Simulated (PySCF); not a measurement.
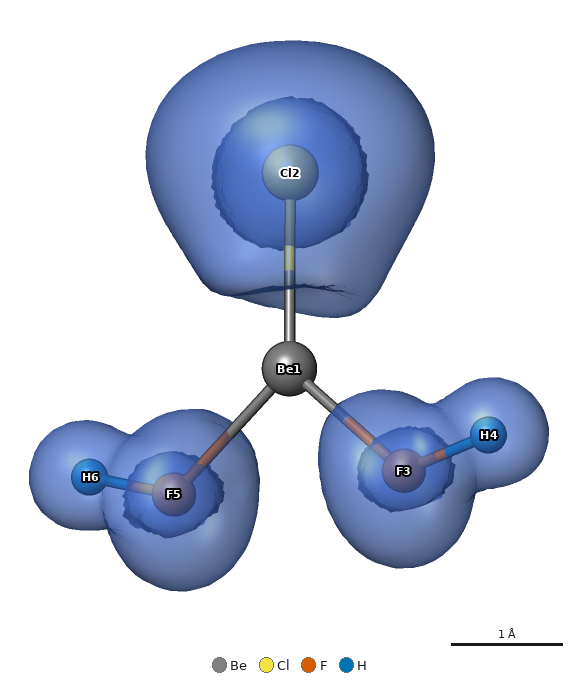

The picture shows: BeClF2H2 (charge +1). Isosurface of the electron localisation function at 0.75 (blue), seen at a tilt. Only the valence region is drawn (cores and ρ < 0.01 e/Å³ removed).

Geometry: PBE0-D3(BJ)/def2-SVPD.

Level of theory: wB97M-D3(BJ)/def2-TZVPD, SCF density, gas phase in PySCF.

```xyz
6

Be    0.2072    0.5908    0.9175
Cl    0.8847    0.4039   -0.7338
F    -0.3876   -0.5274    1.9334
H    -0.4463   -1.4487    1.7432
F     0.0180    1.9239    1.8250
H     0.2588    2.7978    1.5667
```

What do the ELF domains correspond to?

At this value the surface marks out one region wrapped around Cl (its valence shell) and two joined regions spread over several atoms (F, H), in which their bonds and any lone pairs are merged. Along the contacts the grid gives the following. Be–F (1.62 Å): the ELF peaks at about 0.85 in the valence shell of F, 0.5 Å from its nucleus, and is about 0.75 at the midpoint. Be–Cl (1.79 Å): the ELF peaks at about 0.85 in the valence shell of Cl, 0.9 Å from its nucleus, and is about 0.85 at the midpoint.
